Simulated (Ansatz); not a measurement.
## A computed series for BN: pressure series

Start from BN in the zinc blende structure (space group F-43m, No. 216; a = 3.6241 Å).

Cell and atoms are relaxed at each pressure.

Level of theory: PBE, PAW, 420 eV (Ansatz, a first-principles code; spin-orbit coupling left out), earlier PAW set.

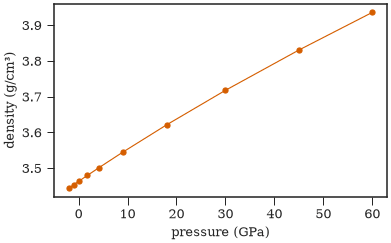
Fig. 1. Density against pressure

```csv
pressure (GPa),density
-2,3.44 g/cm³
-1,3.45 g/cm³
1.8,3.48 g/cm³
4.2,3.50 g/cm³
9,3.54 g/cm³
18,3.62 g/cm³
30,3.72 g/cm³
45,3.83 g/cm³
60,3.94 g/cm³
```

Load acts through the strain it causes; cell and atoms are relaxed under it. Stability against distortions was not tested. No other phases were tried under pressure.
